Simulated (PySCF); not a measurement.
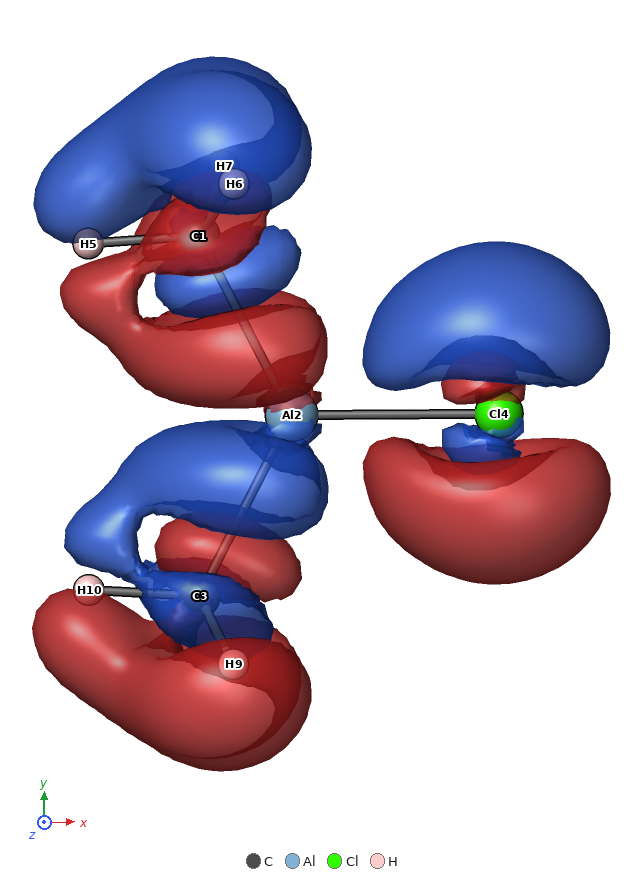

*C$_{2}$H$_{6}$AlCl, SMILES `C[Al](C)Cl`. Change of the electron density in a uniform field of 0.26 V/Å, surfaces at ±0.0015 e/Å³ (blue: gain, red: loss).*

PySCF calculation, HF/def2-SVPD, gas phase; geometry: GFN2-xTB. No frequency check shows the geometry to be a minimum. GFN2-xTB bond lengths at metals and heavier atoms can be off by up to 0.1 Å and shapes distorted, which carries into these values.

**Along which Cartesian direction does the field point?**

Along −y: electrons gather on the +y side, against the field.

**How large is the response?**

The induced dipole is 0.83 D (along the field); α along this axis, from the fields in both directions, is 65 bohr³ (9.7 Å³).

**Which atoms gain and lose the most charge?**

Electrons gather most on H6 and H7 alike (Hirshfeld charge changes by −0.008 e) and leave H8 and H9 alike most (+0.008 e); 0.077 electrons are displaced in all.

Cost of the run: 2.1 s on 1 thread of Intel(R) Xeon(R) 6975P-C (Granite Rapids), with other jobs on the host, peak memory 0.37 GiB.
